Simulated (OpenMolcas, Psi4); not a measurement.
## S2O (Disulfur monoxide): a line through the functionals

The species is S2O (3 atoms), meant as a singlet with charge 0. As SMILES, `O=S=S`. Geometry: relaxed at PBE0-D4/def2-TZVP.

The dipole moment y, in D, basis def2-TZVP; a is the functional's share of exact exchange. Programs: OpenMolcas 26.06, Psi4 1.11.

```
functional     program     a  y (D)
      BLYP  OpenMolcas     0   1.42
      TPSS  OpenMolcas     0   1.33
     TPSSh        Psi4   0.1   1.39
     B3LYP  OpenMolcas   0.2      ?
      PBE0  OpenMolcas  0.25   1.49
     BHLYP  OpenMolcas   0.5   1.70
```

Task: Fit y = c + s·a to the known rows and predict B3LYP.

Result: 
1. Means of the 5 rows: a = 0.1700, y = 1.466.
2. Σ(Δa)² = 0.178, Σ(Δa·Δy) = 0.1154, so the slope is 0.1154/0.178 = 0.64831.
3. Intercept: 1.466 − (0.64831) × 0.1700 = 1.356. The largest residual of the fit is 0.064.
4. B3LYP: 1.356 + (0.64831) × 0.2 = 1.49 D.

The run gave 1.54 D, so the prediction is off by -0.05 D, within the largest residual. More exact exchange makes the molecule more polar here. The rows mix families of semi-local functionals, which the line can't see. The measured value is 1.47 D (NIST CCCBDB).

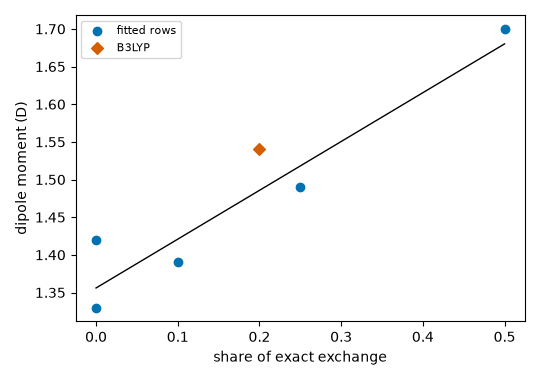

The fitted line, with the withheld row.
